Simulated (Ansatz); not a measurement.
H₃OSi (SMILES [OH2+][SiH]) (charge +1)

Input file:

```
crystal:
  periodic: [false, false, false]
  atoms:
    - {symbol: O, position_ang: [0.934367, 0.974359, 0.444767]}
    - {symbol: Si, position_ang: [-0.124254, -0.456679, 1.086058]}
    - {symbol: H, position_ang: [0.657786, 1.902253, 0.319279]}
    - {symbol: H, position_ang: [-1.255481, 0.552525, 1.199720]}
    - {symbol: H, position_ang: [1.869258, 0.867121, 0.187255]}
basis:
  gaussian: {orbitals: def2-TZVPD}
output: {forces: true, orbitals: {seedname: orbitals}}
total_charge: 1
hamiltonian: {xc: pbe0}
```

Launched as:

```sh
ansatz run input.yaml --threads 1 --pin off --max-ram 2610MiB --events-out events.jsonl --progress --plain --runs-dir runs
```

Geometry: PBE0-D3(BJ)/def2-SVP.

All numbers below come from isolated molecule in a Gaussian basis; Kohn-Sham density functional theory, functional PBE0 (Ansatz 0.2.0).

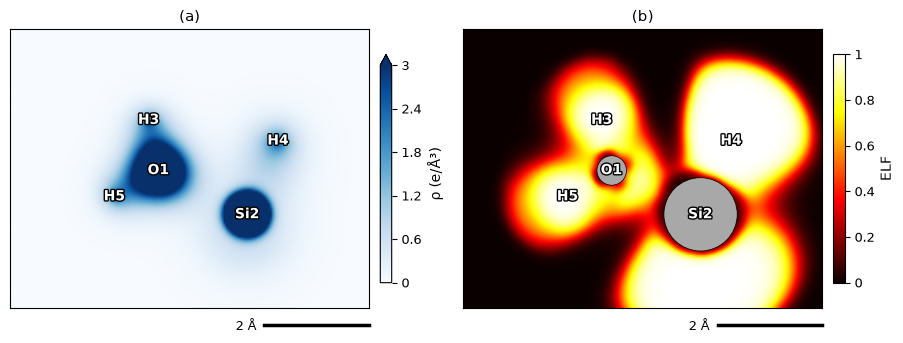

Figure 1. (a) total electron density; (b) ELF on the molecular plane. Grey discs cover the atomic cores in the ELF map.

> Interpret the plot.

- The section cuts through O, Si and H sites.
- Si–O (1.89 Å): the density is about 0.64 e/Å³ at the midpoint; the ELF peaks at about 0.90 between the atoms: a polar covalent bond.
- O–H (0.98 Å): ρ is about 3.8 e/Å³ halfway; the ELF climbs to about 1 towards the hydrogen, as it does in any bond to H; an ordinary covalent bond to hydrogen.
- Si–H (1.52 Å): ρ is about 0.83 e/Å³ halfway; the ELF climbs to about 1 towards the hydrogen.
- The ELF also peaks beside Si2, away from the bonds: lone-pair regions.

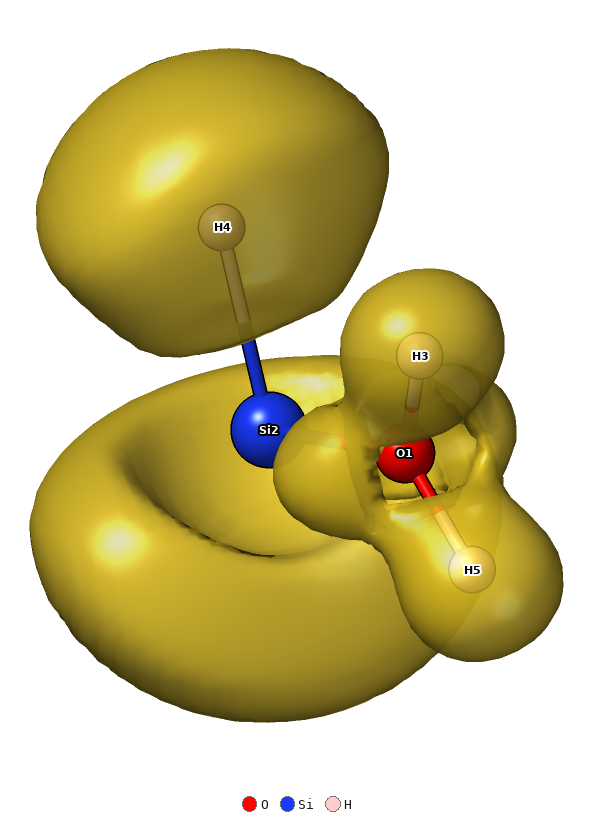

Figure 2. Isosurface of the ELF at 0.8 (yellow), seen at an oblique angle. Core shells and regions of very low density are left out.

> Identify the bonds, lone pairs and shells in this picture.

The ELF exceeds this value in one region around a hydrogen nucleus, one lobe on Si, pointing away from the bonds (lone pairs) and one joined region spread over several atoms (H, O), in which their bonds and any lone pairs are merged.

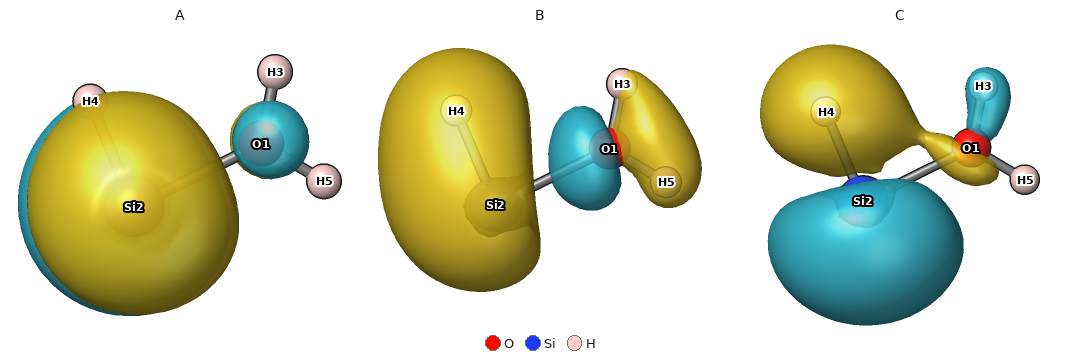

Figure 3. Three frontier orbitals at ±0.1 Å⁻³ᐟ² (yellow and cyan are the two phases), in no order.

> Order the three orbitals by energy and name them.

B is the HOMO−1 (−17.89 eV). Its weight (Hirshfeld) is mainly on Si2 (about 55 %), H4 (about 25 %) and O1 (about 15 %); it is symmetric in the molecular plane (an in-plane orbital: σ, lone-pair or in-plane π type). C is the HOMO (−13.35 eV). It lies mainly on Si2 (about 75 %) and H4 (about 20 %); it is symmetric in the molecular plane (an in-plane orbital: σ, lone-pair or in-plane π type). A is the LUMO (−8.50 eV). By Hirshfeld shares it lies mainly on Si2 (about 90 %); it changes sign across the molecular plane (π type).

> What is the HOMO–LUMO gap?

4.85 eV between the orbital energies.
